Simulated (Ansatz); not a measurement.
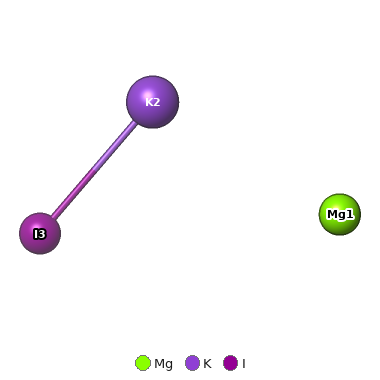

The system is Mg + KI; the picture shows the reference structure. 
- The first coordinate is: distance Mg1–K2; the second: distance K2–I3.
- Nothing is relaxed (the angle Mg1–K2–I3 is fixed at 100 degrees).
- The scan uses a 16 × 16 grid.
- Points are written as (first, second).
- Energies are in kcal/mol, from Mg far from the relaxed KI (each part in its own basis).
- Method: RKS PBE0-D4/def2-SVPD in Ansatz.

Its coordinates:

```yaml
atoms:
  - { symbol: Mg, position_ang: [-3.9870, 0.0000, 0.0000] }
  - { symbol: K, position_ang: [0.0000, 0.0000, 0.0000] }
  - { symbol: I, position_ang: [0.5498, 3.1179, 0.0000] }
```

Range: distance Mg1–K2 from 2.752 to 5.152 Å; distance K2–I3 from 2.736 to 5.136 Å.

Q: What landscape does the calculation give?

A: The lowest grid point is at (3.987 Å, 3.166 Å), −3.0 kcal/mol from Mg far from the relaxed KI (each part in its own basis). No other kind of well shows on this grid. The highest grid point, (2.752 Å, 5.136 Å), lies 49.2 kcal/mol above the lowest.

```tsv
distance K2–I3 ↓, distance Mg1–K2 →	2.823	3.048	3.327	3.643	3.987	4.356	4.745	5.152
4.930	40.1	33.4	29.2	27.4	26.5	25.3	26.5	27.9
4.532	33.4	26.8	22.7	21.0	20.4	18.7	19.7	20.9
4.153	26.2	19.7	15.6	14.0	13.7	13.3	13.1	14.1
3.796	18.8	12.5	8.5	6.9	6.7	7.1	7.6	8.3
3.465	12.4	6.2	2.3	0.7	0.5	0.9	1.5	2.2
3.166	8.7	2.6	−1.2	−2.8	−3.0	−2.7	−2.0	−1.4
2.911	10.0	4.1	0.4	−1.2	−1.5	−1.1	−0.6	0.0
2.736	16.2	10.4	6.7	5.1	4.8	5.1	5.7	6.2
```

The table holds every second grid line.

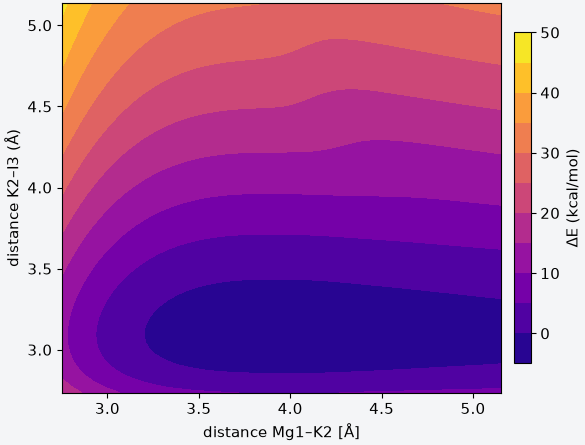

In the figure: filled contours. Between grid points the surface is interpolated.

Each point was launched as `ansatz run input.yaml --threads 1 --pin off --max-ram 2560MiB --backend cpu --events-out ev --progress --plain --runs-dir out`. The whole map (256 points run) took 30 min on 1 thread of Arm Neoverse V2, with other jobs on the host.
